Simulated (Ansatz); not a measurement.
# Response to strain in CdSe

Take CdSe in the wurtzite structure (space group P6_3mc, No. 186) as the base.

```
CELL_PARAMETERS angstrom
      4.38279     0.00000     0.00000
     -2.19140     3.79561     0.00000
      0.00000     0.00000     7.15437
ATOMIC_POSITIONS crystal
  Cd 0.33333 0.66667 0.00013
  Cd 0.66667 0.33333 0.50013
  Se 0.33333 0.66667 0.37587
  Se 0.66667 0.33333 0.87587
```

Cartesian axes are those of the cell as printed.

Strains are applied to the cell and any free atomic positions relax.

Level of theory: PBE (Ansatz, an electronic-structure program), scalar-relativistic without spin-orbit coupling.

Notes on the quantities. pressure: mean of the normal stresses, compression positive.

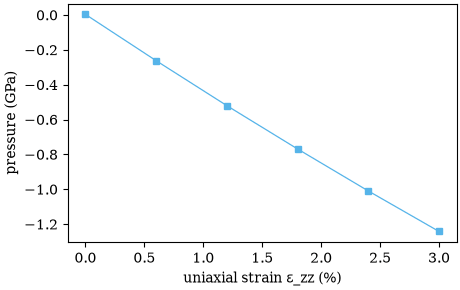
Figure. Pressure against uniaxial strain ε_zz

Task: From the plot, what is the pressure for uniaxial strain ε_zz = +2.40 %?

Result: About -1.0 GPa.

Task: Is the trend monotonic over the range shown?

Result: Yes, it falls throughout, spanning -1.24 GPa to 0.00 GPa.

No phonon test of stability was made.
